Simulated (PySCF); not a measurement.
```xyz
7

Bi   -0.9921   -0.2665    0.2665
Cl    0.3446    1.7193    0.9451
Cl   -0.0032   -1.8753    1.8753
Cl    0.3446   -0.9451   -1.7193
O    -1.5216    1.6038   -1.6038
H    -0.9718    2.3076   -1.2274
H    -0.9718    1.2274   -2.3076
```

Core potentials replace the inner electrons of Bi.

Computed with PySCF, RKS PBE0, Bi def2-SVP with ECP60, Cl def2-SVP, O def2-SVP, H def2-SVP; non-relativistic Hamiltonian with scalar-relativistic core potentials where named; density fitting.

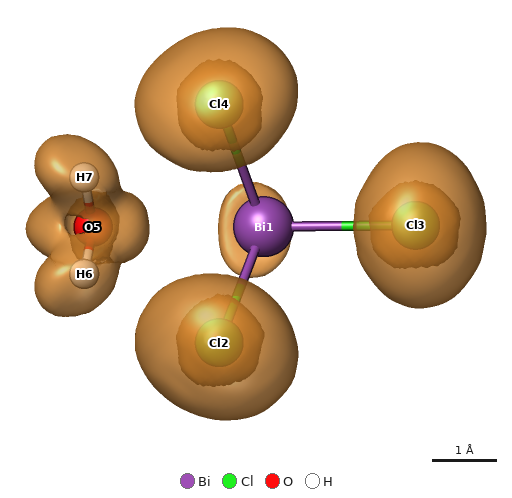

BiCl3···H2O (Bi(Cl)3(H2O)). Isosurface of the ELF at 0.75 (orange), seen across its widest extent. Core shells and regions of very low density are left out.

Q: What do the ELF domains correspond to?

A: The ELF exceeds this value in one lobe on Bi, pointing away from the bonds (lone pairs), three regions wrapped around Cl (the valence shell of each) and one joined region spread over several atoms (H, O), in which their bonds and any lone pairs are merged.

Values along the shortest contacts:
Bi1···O5 (2.70 Å): the ELF dips to about 0.15 between them. Bi–Cl (2.48 Å): the ELF peaks at about 0.80 in the valence shell of Cl, 0.8 Å from its nucleus, and drops to about 0.20 between the two atoms.
